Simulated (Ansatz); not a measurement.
A computed series for Hf3N4: pressure series

The parent structure is Hf$_{3}$N$_{4}$ (space group R-3m, No. 166; a cell from a computed database, its experimental status unchecked).

```
CELL_PARAMETERS angstrom
      1.69228     0.97704     8.31538
     -1.69228     0.97704     8.31538
      0.00000    -1.95407     8.31538
ATOMIC_POSITIONS crystal
  Hf 0.22228 0.22228 0.22228
  Hf 0.77772 0.77772 0.77772
  Hf 0.00000 0.00000 0.00000
  N  0.62167 0.62167 0.62167
  N  0.37833 0.37833 0.37833
  N  0.86762 0.86762 0.86762
  N  0.13238 0.13238 0.13238
```

Cell and atoms are relaxed at each pressure.

Method: PBEsol (Ansatz, an electronic-structure program, PAW, spin-orbit coupling left out).

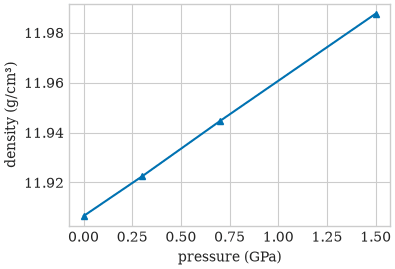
*Density against pressure*

```tsv
pressure (GPa)	density
0.3	11.92 g/cm³
0.7	11.94 g/cm³
1.5	11.99 g/cm³
```

Load acts through the strain it causes; cell and atoms are relaxed under it. No phonon test of stability was made.
